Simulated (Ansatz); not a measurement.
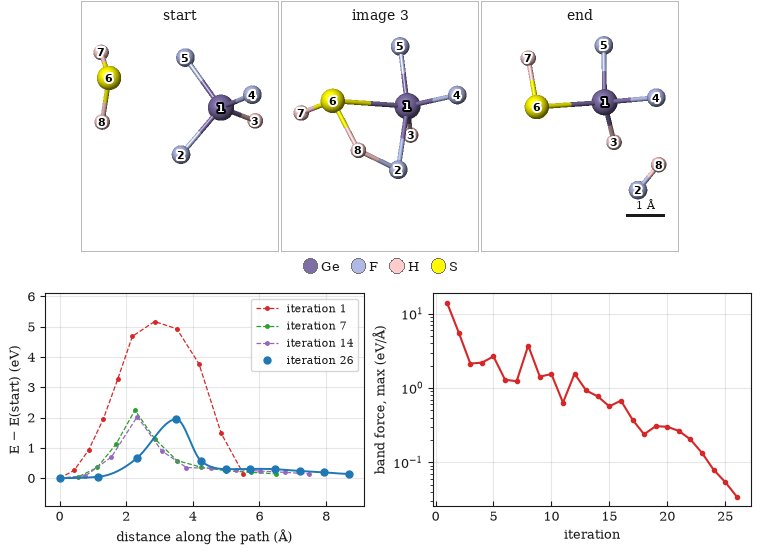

NEB run on GeH3SF3, made up at the start of GeHF₃ and H₂S. Images are numbered from 0 (start) to 10 (end). The plot follows the band through its iterations. A ball-and-stick model, seen from a free direction.

Computed with RHF/def2-SVP in Ansatz 0.2.0. Settings: 9 movable images; climbing image; force threshold 0.05 eV/Å; iteration limit 60; starting path through a guess of the saddle point.

Question: Judge this run.

Answer: The result is final at these settings. The band converged in 26 iterations. The largest component of the band force went from 14 to 0.034 eV/Å. The climbing image converged on the top of the path. Its vibrational analysis gives one imaginary mode (1383i cm⁻¹), as a transition state must have. The first iteration put the highest image at 5.17 eV. The highest point, image 3, lies 1.95 eV above the start and 1.81 eV above the end; the end is at +0.14 eV relative to the start.

Limits of the set-up: the start holds two separate molecules, 2.9 Å apart at their closest, whose relative position is a soft coordinate and is computed without a dispersion correction; Hartree-Fock leaves out electron correlation.

The run took 3.1 min on 2 threads of AMD EPYC 9R45 96-Core Processor (Zen 5) (shared host), peak memory 0.26 GiB.
